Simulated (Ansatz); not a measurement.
The starting structures come from a database of crystals and need not be the phases stable at ambient conditions.

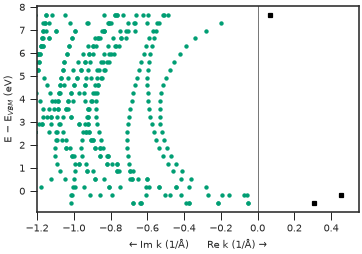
Figure: Complex bands at the centre of the two-dimensional zone; r2SCAN (Ansatz, a quantum-chemistry and plane-wave program)

The gap is the functional's own, uncorrected, and κ follows it; spin-orbit coupling is left out. Mid-gap values are interpolated between the computed energies.

Q: This is KRb$_{2}$ScF$_{6}$ (I4/m, not sure to be the ambient phase, 10 atoms a cell, 17.9 Å³ an atom) along the normal of (110). Read off the slowest decay at the centre of the two-dimensional zone at 3.91 eV, the computed energy nearest the middle of the gap.

A: κ ≈ 0.53 1/Å, a decay length 1/(2κ) of the density of 0.94 Å.
